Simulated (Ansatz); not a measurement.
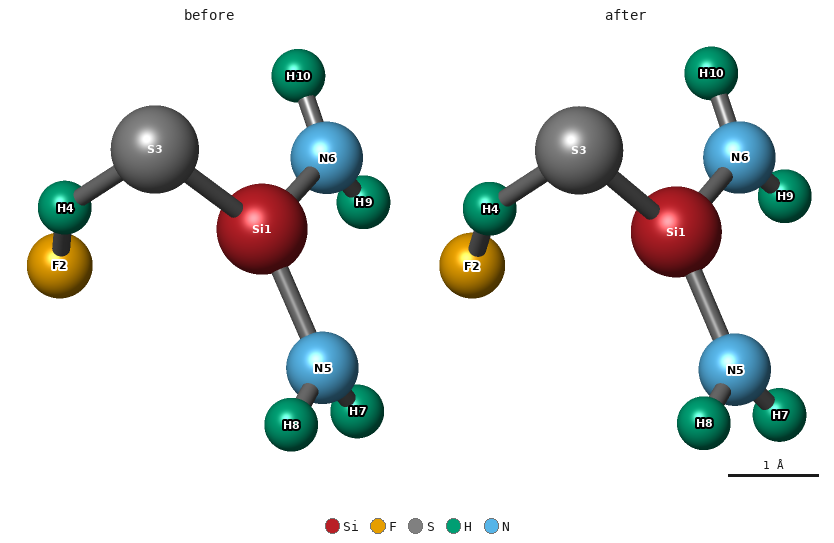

The structure of SiN₂H₅SF before (left) and after (right) a constrained relaxation, at one scale.

A ball-and-stick model, seen at a tilt.

The reaction that was planned forms F2–H4 and breaks Si1–F2, S3–H4 (atoms numbered from 1 in input order).

Theory: RKS PBE0-D4/def2-SVP in Ansatz. Set-up: held fixed: the distance between atoms 2 (F) and 4 (H), the distance between atoms 1 (Si) and 2 (F), the distance between atoms 3 (S) and 4 (H), counting from 1; force threshold 0.04 eV/Å; at most 150 steps.

### Describe what moved and what it gained.

The largest move after the best rigid fit is that of H7, 0.093 Å. Largest moves by element: H 0.093 Å, S 0.083 Å, Si 0.068 Å, N 0.056 Å, F 0.051 Å. Among the contacts that change: Si1–S3 2.044 → 2.017 Å, Si1–N5 1.696 → 1.682 Å, N5–H7 1.007 → 1.013 Å. Bond angles that change, for instance: Si1–S3–H4 74.5° → 70.8°, N5–Si1–N6 108.9° → 111.9°, Si1–N5–H7 122.1° → 124.8°. After 5 accepted moves (6 points after the start) the energy has fallen by 1.74 kcal/mol. Largest force component: 0.54 eV/Å at the start, 0.0085 eV/Å at the end. The line search rejected the trial step at point 4 of the run. Cost: 13 s on 4 threads of Arm Neoverse V1, with other jobs on the host.
